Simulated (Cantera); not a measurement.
Charge: 1 mol SiC, a varied amount of N2, equilibrated at 2900 K and 48.0 Pa.

Method: chemical equilibrium by Gibbs-energy minimisation in Cantera with the NASA 1993 tables (ideal gas, pure condensed phases). Candidate condensed phases: C, Si, SiC, Si3N4; 20 gas species. The tables' values for SiN are old estimates; treat these amounts as uncertain. Kinetics and transport are ignored.

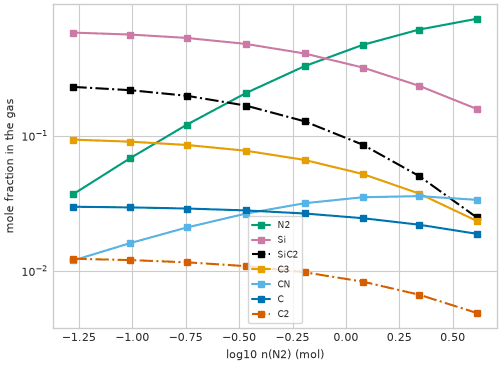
Figure. Equilibrium gas composition (values under 1e-9 drawn at 1e-9)

From 0.053 mol N2 to 4.1 mol N2 nothing is condensed. The main Si-bearing gas is Si throughout.
